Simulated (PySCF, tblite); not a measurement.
# C5H6ClF2 radical: geometry, infrared bands and EPR parameters

Aim: predict the infrared bands and EPR parameters of C5H6ClF2 radical (`C=C[C@H](Cl)C[C](F)F`).

Computed with tblite 0.8.0 and PySCF 2.14.0, with density-fitted response routines of our own, on a single molecule in the gas phase. Atoms are numbered from 0 throughout.

**1. The molecule as given**

14 atoms, charge 0, multiplicity 2; geometry from: force field or distance geometry start.

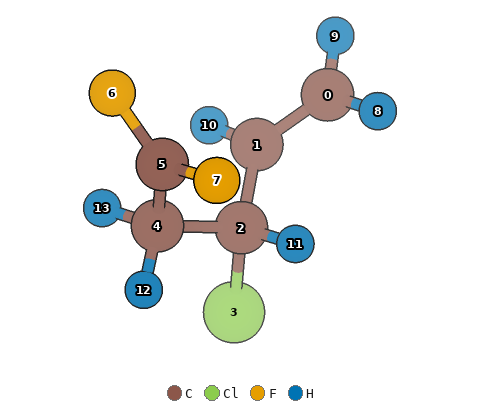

The starting geometry (carbon brown, chlorine green, fluorine amber, hydrogen blue), atoms numbered.

**2. Geometry optimisation with GFN2-xTB**

The job: settings as JSON, then the geometry in Å.

```
{"job": {"kind": "relax", "xc": "GFN2-xTB", "basis": "xTB"}, "charge": 0, "multiplicity": 2}
C      1.873200     0.991800     0.596400
C      1.127400     0.461700    -0.398000
C      0.329100    -0.809500    -0.252200
Cl     0.957000    -1.977200    -1.458600
C     -1.174500    -0.591700    -0.505300
C     -1.810100     0.236600     0.550600
F     -2.286100     1.466900     0.259300
F     -1.918300    -0.247600     1.809500
H      1.928400     0.539600     1.584200
H      2.426200     1.906200     0.437500
H      1.113400     0.953400    -1.358200
H      0.466600    -1.267200     0.730600
H     -1.698900    -1.553500    -0.530600
H     -1.334000    -0.110100    -1.487400
```

The run is started by

```console
$ OMP_NUM_THREADS=1 python probes_run.py task.json out
```

This one command runs all jobs of the session in turn.

**Question.** This job is followed by: GFN2-xTB harmonic vibrations, gas phase; UKS B3LYP, pcH-1 on C Cl F H, non-relativistic, mean-field spin-orbit, GIAO. Predict these results of the whole session: strongest single infrared mode (GFN2-xTB); zero-point energy (GFN2-xTB); g(iso) (B3LYP); ⟨S²⟩; largest a(iso) (averaged by class); potential on the surface of density 0.002 e/bohr³, 1st and 99th percentile.

**Answer**, as computed:

| quantity | value |
| --- | --- |
| strongest single infrared mode (GFN2-xTB) | 1274 cm⁻¹, 120 km/mol |
| zero-point energy (GFN2-xTB) | 60.5 kcal/mol |
| g(iso) (B3LYP) | 2.00406 |
| ⟨S²⟩ | 0.753 (exact 0.75) |
| largest a(iso) (averaged by class) | 13C on C5, 361.6 MHz |
| potential on the surface of density 0.002 e/bohr³, 1st and 99th percentile | -0.64 V and 1.16 V |

**Reading.** The optimisation took 69 steps and gained 0.274 eV; among the close pairs (by a distance rule), C0–C1 changed most, from 1.351 to 1.321 Å. No mode is imaginary among the 36: a minimum at this level. The strongest single mode, at 1274 cm⁻¹, is spread over several atoms, H13, C4, C5, H11 among them. GFN2-xTB is a fitted tight-binding method: band positions and strengths are rough. Its intensities can rank the bands wrongly. C5 carries the largest spin population, 0.85 e. The isotropic g lies 1.7 ppt above the free-electron value.
